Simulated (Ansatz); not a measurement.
# ScAlSe3 (model cell, started as cubic perovskite with Al in the octahedra): following an unstable mode

Aim: this structure of ScAlSe3 (model cell, started as cubic perovskite with Al in the octahedra) is to be tested for unstable modes, and one is followed downhill.

Program: Ansatz 0.2.0. Level of theory: DFT PBE, scalar-relativistic, plane waves, PAW; PAW set soft_1. Results are calculated unless marked as measured.

The structure was built from a prototype and need not be the compound's stable phase.

### Step 1. The starting structure

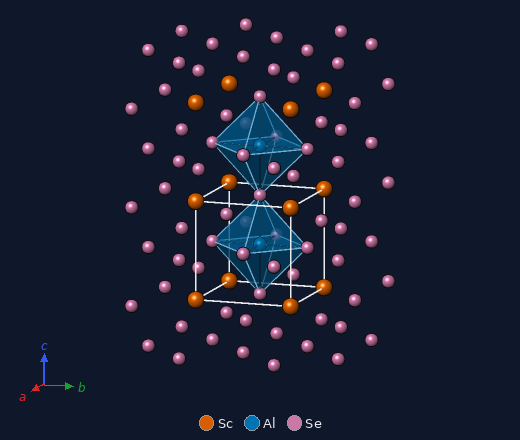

The cell as given, slightly off an axis (scandium orange, aluminium blue, selenium pink). 1×1×2 cells are drawn. Some periodic images of atoms are drawn too.

As a file:

```cif
data_structure
_symmetry_space_group_name_H-M 'P 1'
_symmetry_Int_Tables_number 1
_cell_length_a 4.8618
_cell_length_b 4.8618
_cell_length_c 4.8618
_cell_angle_alpha 90.000
_cell_angle_beta 90.000
_cell_angle_gamma 90.000
_cell_volume 114.92
loop_
_atom_site_label
_atom_site_type_symbol
_atom_site_fract_x
_atom_site_fract_y
_atom_site_fract_z
_atom_site_occupancy
Sc1 Sc 0.00000 0.00000 0.00000 1
Al2 Al 0.50000 0.50000 0.50000 1
Se3 Se 0.50000 0.50000 0.00000 1
Se4 Se 0.50000 0.00000 0.50000 1
Se5 Se 0.00000 0.50000 0.50000 1
```

### Step 2. The dispersion

The cell comes from relaxations at this level that are not shown. Stability and thermal properties need the whole zone. Linear response on a 2×2×2 q mesh gives force constants as far as a supercell of that size would.

input.yaml reads:

```yaml
crystal:
  lattice:
    - [4.8618479548, 0.0, 0.0]
    - [0.0, 4.8618479548, 0.0]
    - [0.0, 0.0, 4.8618479548]
  atoms:
    - { symbol: Sc, position: [0.0, 0.0, 0.0] }
    - { symbol: Al, position: [0.5, 0.5, 0.5] }
    - { symbol: Se, position: [0.5, 0.5, 0.0] }
    - { symbol: Se, position: [0.5, 0.0, 0.5] }
    - { symbol: Se, position: [0.0, 0.5, 0.5] }
kpoints:
  mp_grid: { grid: [8, 8, 8] }
hamiltonian:
  xc: pbe
  pseudopotentials: { kind: paw, azcp: { folder: soft_1 } }
scf:
  occupations: { method: methfessel_paxton, width: 0.2 }
output:
  eigenvalues: true
phonons:
  method: dfpt
  qmesh: [2, 2, 2]
  temperatures: { t_max: 1000, t_step: 50 }
  qpath:
    path:
      - [[0.0, 0.0, 0.0], [0.0, 0.5, 0.0], [0.5, 0.5, 0.0], [0.0, 0.0, 0.0], [0.5, 0.5, 0.5], [0.0, 0.5, 0.0]]
      - [[0.5, 0.5, 0.5], [0.5, 0.5, 0.0]]
    npoints: 10
```

Launch:

```console
$ ansatz run input.yaml --threads 4 --pin off --max-ram 16384MiB --backend cpu --events-out ev --progress --plain --runs-dir out
```

Numbers of over 12 decimals in the logs are rounded to 6 here.

The log of the run:

```text
Engine: ansatz 0.2.0, aarch64-unknown-linux-gnu
Pseudopotentials: kind: paw
Pseudopotential: Sc, paw, valence charge 11, recommended cutoff 420 eV (normal), soft_1/Sc.paw.azcp
Pseudopotential: Al, paw, valence charge 3, recommended cutoff 420 eV (normal), soft_1/Al.paw.azcp
Pseudopotential: Se, paw, valence charge 16, recommended cutoff 420 eV (normal), soft_1/Se.paw.azcp
Functional definition: PBE
  parameter kappa = 0.804
  parameter beta = 0.066725
  exchange = pbe_x(kappa = kappa, mu = beta*pi^2/3)
  correlation = pbe_c(beta = beta)
Crystal: 5 atoms, lattice volume = 114.922 Å³
Basis set: ecut = 420 eV, 2301 PW (Γ), exchange–correlation on 72×72×72 points (8 copies of the dense FFT grid, shifted against one another)
Bands: 38, of which v1, the nominal top of the filled ones, is band 31 counted from 1 (30 counted from 0)
Symmetry: 48 space group operations
k-points: 35 of 512
Non-local potential: Sc, projectors of the file, l = 0: 3, l = 1: 2, l = 2: 3, l = 3: 1
Non-local potential: Al, projectors of the file, l = 0: 2, l = 1: 2, l = 2: 1
Non-local potential: Se, projectors of the file, l = 0: 2, l = 1: 2, l = 2: 3, l = 3: 1
PAW form: soft (Blöchl's): semilocal exchange-correlation on the pseudo side does not see the compensation charge
PAW one-centre angular grid: Sc, 590 points (default); XC on 64 Gauss nodes
PAW one-centre angular grid: Al, 110 points (default); XC on 64 Gauss nodes
PAW one-centre angular grid: Se, 590 points (default); XC on 64 Gauss nodes
Initial density: superposition of atomic densities (chi_scale 0.1, normalization cell, long waves kept (reshape's long-wave potential 0.01 eV rms))
Initial wavefunctions: pseudopotential atomic-orbital guess
Functional: x = pbe(κ = 0.804, μ = 0.219515), c = pbe(β = 0.066725)
SCF iter   1: F=—  HF=-19084.208997 eV  |F-HF|=—  |Δ(HF+E_count)|=         —  Δρ=1.04e-1  dr2=2.56e1  ethr=3.10e-3  ⟨swp⟩=5.8  Hψ=4987  notcnv=0
preconditioner: auto → Kerker (q_TF=auto, 2.462 Å⁻¹)  [metal: Δε(μ)=0.011 eV  Ē_g=6.182 eV  σ=0.200 eV  W_gap=0.05  n_scr=26 (ndim 8)  ℏωp=17.0 eV  f_vac=0.000  D(μ)=10.84/eV (n_scr^D=146)]
SCF iter   2: F=—  HF=-19083.290815 eV  |F-HF|=—  |Δ(HF+E_count)|=   9.18e-1  S|Δr|=    0.00e0  Δρ=4.88e-2  dr2=5.85e0  ethr=3.10e-3  ⟨swp⟩=2.0  Hψ=1805  notcnv=0  defer=3
SCF iter   3: F=—  HF=-19082.962266 eV  |F-HF|=—  |Δ(HF+E_count)|=   3.29e-1  S|Δr|=    0.00e0  Δρ=1.59e-2  dr2=6.79e-1  ethr=3.10e-3  ⟨swp⟩=2.0  Hψ=1493  notcnv=0  defer=3
SCF iter   4: F=—  HF=-19082.923977 eV  |F-HF|=—  |Δ(HF+E_count)|=   3.83e-2  S|Δr|=    0.00e0  Δρ=5.82e-3  dr2=9.09e-2  ethr=1.10e-3  ⟨swp⟩=1.9  Hψ=1509  notcnv=0  defer=2
SCF iter   5: F=—  HF=-19082.918512 eV  |F-HF|=—  |Δ(HF+E_count)|=   5.47e-3  S|Δr|=    0.00e0  Δρ=1.86e-3  dr2=9.40e-3  ethr=1.47e-4  ⟨swp⟩=1.0  Hψ=1351  notcnv=0  defer=2
SCF iter   6: F=—  HF=-19082.917954 eV  |F-HF|=—  |Δ(HF+E_count)|=   5.57e-4  S|Δr|=    0.00e0  Δρ=1.07e-3  dr2=3.39e-3  ethr=1.52e-5  ⟨swp⟩=2.0  Hψ=2363  notcnv=0  defer=2
SCF iter   7: F=—  HF=-19082.917624 eV  |F-HF|=—  |Δ(HF+E_count)|=   3.31e-4  S|Δr|=    0.00e0  Δρ=6.28e-4  dr2=1.14e-3  ethr=5.46e-6  ⟨swp⟩=1.0  Hψ=1326  notcnv=0  defer=2
SCF iter   8: F=—  HF=-19082.917504 eV  |F-HF|=—  |Δ(HF+E_count)|=   1.19e-4  S|Δr|=    0.00e0  Δρ=1.63e-4  dr2=7.46e-5  ethr=1.83e-6  ⟨swp⟩=1.0  Hψ=1326  notcnv=0  defer=2
SCF iter   9: F=—  HF=-19082.917498 eV  |F-HF|=—  |Δ(HF+E_count)|=   5.66e-6  S|Δr|=    0.00e0  Δρ=4.50e-5  dr2=4.60e-6  ethr=1.20e-7  ⟨swp⟩=1.1  Hψ=1333  notcnv=0  defer=2
SCF iter  10: F=—  HF=-19082.917499 eV  |F-HF|=—  |Δ(HF+E_count)|=   3.40e-7  S|Δr|=    0.00e0  Δρ=5.30e-6  dr2=3.24e-8  ethr=7.42e-9  ⟨swp⟩=1.1  Hψ=1334  notcnv=0  defer=2
SCF iter  11: F=—  HF=-19082.917499 eV  |F-HF|=—  |Δ(HF+E_count)|=   1.94e-8  S|Δr|=    0.00e0  Δρ=1.50e-6  dr2=5.95e-9  ethr=5.22e-11  ⟨swp⟩=2.0  Hψ=2434  notcnv=0  defer=2
SCF iter  12: F=—  HF=-19082.917499 eV  |F-HF|=—  |Δ(HF+E_count)|=  4.22e-10  S|Δr|=    0.00e0  Δρ=4.16e-7  dr2=4.20e-10  ethr=9.60e-12  ⟨swp⟩=2.0  Hψ=1602  notcnv=0  defer=2
SCF iter  13: F=—  HF=-19082.917499 eV  |F-HF|=—  |Δ(HF+E_count)|=  1.35e-10  S|Δr|=    0.00e0  Δρ=1.17e-7  dr2=4.02e-11  ethr=1.00e-12  ⟨swp⟩=2.0  Hψ=1597  notcnv=0  defer=2
SCF iter  14: F=-19082.917499 eV  HF=-19082.917499 eV  |F-HF|=0.00e0  |Δ(HF+E_count)|=    0.00e0  S|Δr|=    0.00e0  Δρ=2.90e-8  dr2=1.85e-12  ethr=1.00e-12  ⟨swp⟩=5.5  Hψ=5243  notcnv=0
SCF 1 converged in 14 iterations: F = -19082.917499 eV  dr2 = 1.85e-12
  greatest PAW one-centre occupation: 1.000 electrons in one spin orbital (limit 2), on the Se atom at site 2 (counted from 0), in its partial waves of l = 2
Initial density: read from a saved state, or passed on in memory by an earlier SCF of this step, an earlier step, the calling program or the single point that the run made first
iter 1 solved again at ethr=8.25e-8 eV; its pass at ethr=3.10e-3 eV (dr2=5.12e-5 eV) is discarded
SCF iter   1: F=—  HF=-19082.917499 eV  |F-HF|=—  |Δ(HF+E_count)|=         —  Δρ=2.59e-7  dr2=1.13e-10  ethr=8.25e-8  ⟨swp⟩=3.0  Hψ=8158  notcnv=0
eigensolver tolerance schedule: the retry pair's looser diagonalisation over-reported the residual by 453720.26 of it (diagonalisation noise at an unbounded share of the residual, at the tolerance the schedule requests for it); recorded, not acted on — ethr = c·dr2/N_el stays at c = 1.0e-1
preconditioner: auto → Resta (q_TF=auto, 2.462 Å⁻¹)  ε∞=7.1  [insulator: Δε(μ)=0.140 eV  Ē_g=6.857 eV  σ=0.200 eV  W_gap=0.55  n_scr=26 (ndim 8)  ℏωp=17.0 eV  f_vac=0.000  D(μ)=1.32/eV (n_scr^D=6)  ε∞_Penn≈7.1]
SCF iter   2: F=—  HF=-19082.917499 eV  |F-HF|=—  |Δ(HF+E_count)|=   1.08e-7  S|Δr|=    0.00e0  Δρ=1.63e-7  dr2=2.52e-11  ethr=1.00e-12  ⟨swp⟩=3.7  Hψ=3397  notcnv=0
SCF iter   3: F=—  HF=-19082.917499 eV  |F-HF|=—  |Δ(HF+E_count)|=  5.09e-11  S|Δr|=    0.00e0  Δρ=9.95e-8  dr2=8.69e-12  ethr=1.00e-12  ⟨swp⟩=4.5  Hψ=4184  notcnv=0
SCF iter   4: F=-19082.917499 eV  HF=-19082.917499 eV  |F-HF|=3.64e-12  |Δ(HF+E_count)|=  2.18e-11  S|Δr|=    0.00e0  Δρ=4.09e-8  dr2=2.14e-12  ethr=1.00e-12  ⟨swp⟩=3.0  Hψ=3403  notcnv=0
SCF 2 converged in 4 iterations: F = -19082.917499 eV  dr2 = 2.14e-12
  greatest PAW one-centre occupation: 1.000 electrons in one spin orbital (limit 2), on the Se atom at site 3 (counted from 0), in its partial waves of l = 2
phonons: the bands overlap, so this run is a metal and interpolates without the dipole-dipole term. If the crystal is really an insulator or semiconductor, its LO-TO splitting is missing
NSCF: frozen V_eff on 35 k-points
NSCF: frozen V_eff on 125 k-points
DFPT response loops at q = (0, 0, 0) (fractional): preconditioner auto → Kerker (q_TF=auto, 2.462 Å⁻¹) (partly filled bands, converged f_vac=0.000); β = 1.00, the filter's whole step (`scf.mixing.beta` (0.50) is not read by the response loops under this deck's `scf.mixing.preconditioner`; to damp them name `kerker` or `kerker_dos`, under which they read `scf.mixing.beta`, and type it under 1.00, their step now; both keys bind the ground state too); Broyden in place of MSR1
NSCF: frozen V_eff on 250 k-points
DFPT response loops at q = (0, 0, -0.5) (fractional): mixed as the last ones told, above
NSCF: frozen V_eff on 250 k-points
DFPT response loops at q = (0, -0.5, -0.5) (fractional): mixed as the last ones told, above
NSCF: frozen V_eff on 250 k-points
DFPT response loops at q = (-0.5, -0.5, -0.5) (fractional): mixed as the last ones told, above
SCF converged after 14 iterations
Stability not checked: this state was not tested for a lower state beside it, because cold or Methfessel-Paxton smearing, or corrected tetrahedra, fill the levels in a way that the test cannot read (fill_not_monotonic; see scf.lower_state_search)
Free energy (F): -19082.917499 eV
Harris-Foulkes:  -19082.917499 eV  (|F-HF|=0.00e0)
Internal energy: -19082.923068 eV  (E = F + TS)
E sigma→0 (E₀):  -19082.918891 eV
Entropy (-TS):   0.005570 eV (1.114 meV/atom)
Fermi energy:    8.373645 eV
--- Per-component energies (eV) ---
  E_band       = -1315.801093
  E_kinetic    = 561.970837
  E_local      = -8932.746814  (includes V_loc(G=0)·N_el)
  E_nonlocal   = -911.038951
  E_hartree    = 4556.588699
  E_xc         = -379.349025
  E_vxc        = -406.501722  (∫ρ·V_xc dr)
  E_paw        = -7849.946161  (= ΣΔE_a)
  E_vpaw       = -740.660884  (= ΣTr[D̂ρ^β])
  E_aug_tail   = -0.001027  (compensation charges beyond the density's cutoff)
  E_ewald      = -6128.400626
  E_smearing   = 0.005570  (= −TS)
  E_closure    = -0.000000  (closes the sum)
  Σ components = -19082.917499   (vs F -19082.917499, Δ=0.00e0)
--- Band table (eV; the first three rows and the last of 35) ---
  k-point 0: bands = [... 27 lower, 7.1569, 7.1569, 7.6031, 7.6031, 7.6031, 8.5239, 8.5239, 8.6647, ... 3 higher]
  k-point 1: bands = [... 27 lower, 6.9466, 6.9671, 7.4922, 7.4949, 7.4949, 8.5862, 8.6778, 8.8199, ... 3 higher]
  k-point 2: bands = [... 27 lower, 6.4948, 6.4948, 7.3064, 7.3064, 8.2623, 8.7102, 8.7439, 9.2757, ... 3 higher]
  k-point 34: bands = [... 27 lower, 7.0896, 8.8015, 8.8476, 8.8476, 8.8476, 8.9055, 8.9055, 8.9055, ... 3 higher]
--- Phonons (Γ-DFPT): 4 representative perturbations + reference (Σ response iterations 12) ---
  ASR residual: 2.177e-5 → 0.000e0 eV/Å²; symmetrization residual: 4.348e-6 eV/Å²
  ASR residual per site (eV/Å²): 5.68e-6 1.94e-5 2.18e-5 2.18e-5 2.18e-5
  Γ frequencies (cm⁻¹): -187.02 -187.02 -187.02 -119.57 -119.57 -119.57 0.00 0.00 0.00 58.78 58.78 58.78 335.25 335.25 335.25
--- Phonons (arbitrary-q DFPT): 4 irreducible q on the 2×2×2 mesh ---
  q = [0.0000, 0.0000, 0.0000] (star 1, of the zone-centre solve; hermiticity 6.64e-7, symmetrization 2.57e-12): -187.02 -187.02 -187.02 -119.57 -119.57 -119.57 0.00 0.00 0.00 58.78 58.78 58.78 335.25 335.25 335.25
  q = [0.0000, 0.0000, -0.5000] (star 3, 9 solved perturbations in 975 linear systems a pass and spin channel, the states on 125 of 512 k-point pairs; hermiticity 3.40e-7, symmetrization 3.71e-12): -169.07 -169.07 -112.68 -90.14 -90.14 -38.90 -28.93 11.16 11.16 82.14 82.14 217.60 311.66 333.96 333.96
  q = [0.0000, -0.5000, -0.5000] (star 3, 9 solved perturbations in 975 linear systems a pass and spin channel, the states on 125 of 512 k-point pairs; hermiticity 4.75e-7, symmetrization 1.02e-12): -175.13 -175.13 -153.29 -88.39 -82.49 -82.49 56.97 56.97 74.63 106.71 181.48 247.53 323.54 323.54 332.38
  q = [-0.5000, -0.5000, -0.5000] (star 1, 4 solved perturbations in 350 linear systems a pass and spin channel, the states on 125 of 512 k-point pairs; hermiticity 3.41e-7, symmetrization 4.30e-12): -183.22 -183.22 -183.22 -175.20 -175.20 -175.20 91.82 91.82 91.82 181.33 181.33 267.85 337.00 337.00 337.00
  sum rule: each row above includes the acoustic sum rule's correction from the zone centre's row sums; it moved no ω² by more than (0.44 cm⁻¹)²
  mesh force constants: q→R imaginary residual 8.00e-18; ASR residual 2.177e-5 → 0.000e0 eV/Å²; symmetrization residual 8.882e-15 eV/Å²
  interpolated dispersion: 62 rows × 15 modes
  density of states and harmonic sums: on the 14×14×14 q-mesh, interpolated from the force constants of a 2×2×2 supercell (no non-analytic term)
  largest difference from the sums on the solved wave vectors: F 2.37e-2 eV, S 7.19e-5 and C_V 4.80e-5 eV/K
  zero-point energy: 0.100734 eV/cell   skipped modes (ω ≤ 0): 744, of them read as no rigid motion or as one in doubt: 741 (6.191e0 modes/cell left out, lowest -187.02 cm⁻¹)   left out of the sums: 4.13e-1 of the cell's modes: C_V's classical limit lies that fraction below 3 k_B per atom; for a crystal, a wire or a layer, F and S can be off by more, and a phonons.interpolated_qmesh denser along its periods is the remedy for the sampling
```

It took 5 min on 4 threads of Arm Neoverse V2, shared host; peak memory 1.7 GiB; 19 min of CPU time.

Reading the cycles: dr2 is the Hartree energy of the density residual (eV), the measure of convergence; HF is the Harris–Foulkes estimate of the energy, which meets the free energy F at convergence.

This step gave:

```yaml
volume_per_atom: 22.98 Å³
gap_on_the_k_mesh: 0 eV
sum_rule_residual_before_enforcement: 2.18e-5 eV/Å²
lowest_frequency_on_the_path: -187.0 cm⁻¹
point_group: m-3m
highest_frequency_on_the_path_or_at_a_solved_wavevector: 337 cm⁻¹
highest_optical_mode_at_the_zone_centre_no_lo_to_term: 335.2 cm⁻¹
lowest_optical_zone_centre_mode: -187.0 cm⁻¹
lowest_mode_on_the_q_mesh_acoustic_modes_at_gamma_apart: -187.0 cm⁻¹
```

Frequencies (cm⁻¹) solved at each irreducible wavevector; negative means imaginary. Frequencies by wavevector, by row:

```
q in reciprocal lattice units  star  mode 1  mode 2  mode 3  mode 4  mode 13  mode 14  mode 15
                        0 0 0     1    -187    -187    -187  -119.6    335.2    335.2    335.2
                     0 0 -0.5     3  -169.1  -169.1  -112.7   -90.1    311.7      334      334
                  0 -0.5 -0.5     3  -175.1  -175.1  -153.3   -88.4    323.5    323.5    332.4
               -0.5 -0.5 -0.5     1  -183.2  -183.2  -183.2  -175.2      337      337      337
```

Interpolated from a 2×2×2 q mesh. The phonon branches at the labelled points (cm⁻¹):

```
    point  branch 1  branch 2  branch 3  branch 4  branch 12  branch 13  branch 14  branch 15
        Γ      -187      -187      -187      -120         59        335        335        335
        X      -169      -169      -113       -90        218        312        334        334
        M      -175      -175      -153       -88        248        324        324        332
        Γ      -187      -187      -187      -120         59        335        335        335
        R      -183      -183      -183      -175        268        337        337        337
        X      -169      -169      -113       -90        218        312        334        334
jump to R      -183      -183      -183      -175        268        337        337        337
        M      -175      -175      -153       -88        248        324        324        332
```

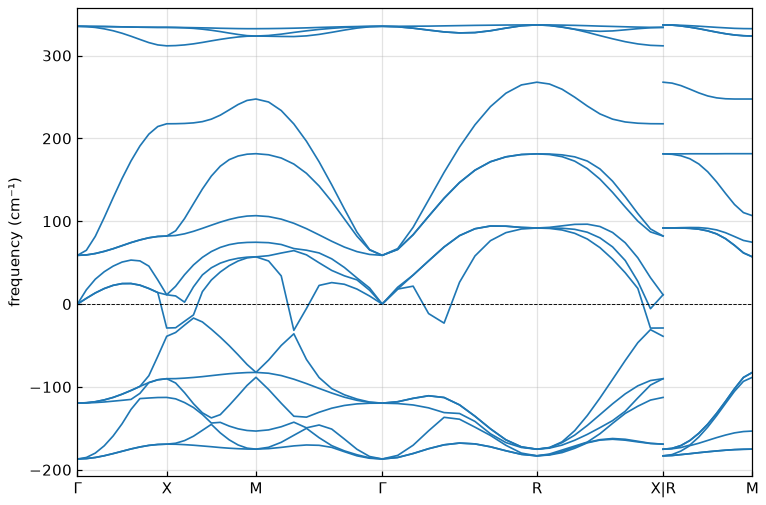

Phonon branches along the path.

Symmetry leaves 4 wavevectors to solve. The lowest mode among them, the acoustic zeros apart, lies at Γ and is imaginary, 187.0i cm⁻¹, so the energy falls along it.

### Step 3. The mode frozen in, largest atomic shift 0 Å

The mode followed lies at Γ with frequency 187.0i cm⁻¹ and is 3-fold degenerate, the softest among the wavevectors solved. At small amplitude the distorted cell has space group no. 99 by a symmetry search on the positions. The undistorted cell that holds it gives the zero of energy on the same k mesh.

input.yaml, the sections that differ from step 2:

```yaml
output:
  forces: true
  stress: true
  eigenvalues: true
# crystal, kpoints, hamiltonian, scf: as in step 2
# phonons: removed
```

The log of the run:

```text
[...]
Crystal: 5 atoms, lattice volume = 114.922 Å³
Basis set: ecut = 420 eV, 2301 PW (Γ), exchange–correlation on 72×72×72 points (8 copies of the dense FFT grid, shifted against one another)
Bands: 38, of which v1, the nominal top of the filled ones, is band 31 counted from 1 (30 counted from 0)
Symmetry: 48 space group operations
[...]
k-points: 35 of 512
[...]
k-point 0: bands = [... 27 lower, 7.1569, 7.1569, 7.6031, 7.6031, 7.6031, 8.5240, 8.5240, 8.6647, ... 3 higher]
  k-point 1: bands = [... 27 lower, 6.9466, 6.9671, 7.4922, 7.4950, 7.4950, 8.5863, 8.6779, 8.8200, ... 3 higher]
  k-point 2: bands = [... 27 lower, 6.4948, 6.4948, 7.3064, 7.3064, 8.2623, 8.7103, 8.7439, 9.2758, ... 3 higher]
  k-point 34: bands = [... 27 lower, 7.0896, 8.8015, 8.8476, 8.8476, 8.8476, 8.9055, 8.9055, 8.9055, ... 3 higher]
[key lines of the parts left out:]
SCF converged after 10 iterations
Free energy (F): -19082.917499 eV
Fermi energy:    8.373674 eV
P = ⅓ Tr σ = -0.0018 GPa (-0.018 kbar)
```

Run time: 2.3 s. Hardware: 4 threads; peak memory 0.49 GiB.

This step gave:

```yaml
pressure: -0.001807 GPa
energy_from_the_undistorted_cell: 0 meV/atom
```

The run ends at a pressure of 0.00 GPa.

### Step 4. The mode frozen in, largest atomic shift 0.6 Å

The atoms are moved along the unstable eigenvector, the largest shift by 0.6 Å, with the cell fixed.

input.yaml, the sections that differ from step 3:

```yaml
crystal:
  lattice:
    - [4.8618479548, 0.0, 0.0]
    - [0.0, 4.8618479548, 0.0]
    - [0.0, 0.0, 4.8618479548]
  atoms:
    - { symbol: Sc, position: [0.0, -0.1234098651, 0.0] }
    - { symbol: Al, position: [0.5, 0.4892853055, 0.5] }
    - { symbol: Se, position: [0.5, 0.5364535851, 0.0] }
    - { symbol: Se, position: [0.5, 0.0010073219, 0.5] }
    - { symbol: Se, position: [0.0, 0.5364535851, 0.5] }
# kpoints, hamiltonian, scf, output: as in step 3
```

The log of the run:

```text
[...]
Crystal: 5 atoms, lattice volume = 114.922 Å³
Basis set: ecut = 420 eV, 2301 PW (Γ), exchange–correlation on 72×72×72 points (8 copies of the dense FFT grid, shifted against one another)
Bands: 38, of which v1, the nominal top of the filled ones, is band 31 counted from 1 (30 counted from 0)
Symmetry: 8 space group operations
[...]
k-points: 75 of 512 (time reversal used)
[...]
k-point 0: bands = [... 27 lower, 6.6014, 6.7109, 7.6413, 7.6413, 7.7352, 8.9135, 9.2357, 9.6862, ... 3 higher]
  k-point 1: bands = [... 27 lower, 6.5301, 6.8786, 7.2240, 7.5956, 7.8484, 9.0057, 9.1217, 9.7318, ... 3 higher]
  k-point 2: bands = [... 27 lower, 6.0829, 6.6560, 7.1679, 7.5164, 8.3245, 9.0428, 9.1808, 9.8217, ... 3 higher]
  k-point 74: bands = [... 27 lower, 7.0991, 7.7132, 8.3788, 8.3788, 9.0245, 9.2856, 9.4078, 9.7643, ... 3 higher]
[key lines of the parts left out:]
SCF converged after 11 iterations
Free energy (F): -19083.789066 eV
Fermi energy:    8.297656 eV
P = ⅓ Tr σ = 1.9694 GPa (19.694 kbar)
```

The job ended after 8.3 s (4 threads; peak memory 0.54 GiB; 33 s of CPU time).

This step gave:

```yaml
pressure: 1.969 GPa
energy_from_the_undistorted_cell: -174.0 meV/atom
```

The energy, extrapolated to zero smearing, is -174.03 meV/atom against the undistorted cell.

The run ends at a pressure of 1.97 GPa, with forces up to 1.2 eV/Å.

(Continued in part 2 of 3.)

[Logs are printed without paths, hosts, clocks, repeated set-up lines and the standing remarks that a program may print on its own settings, such as how far it seeks lower states.]

[Hosts, paths, dates, database ids (printed as entryN), source tags and the programs' standing remarks are cut or masked in the printed files.]
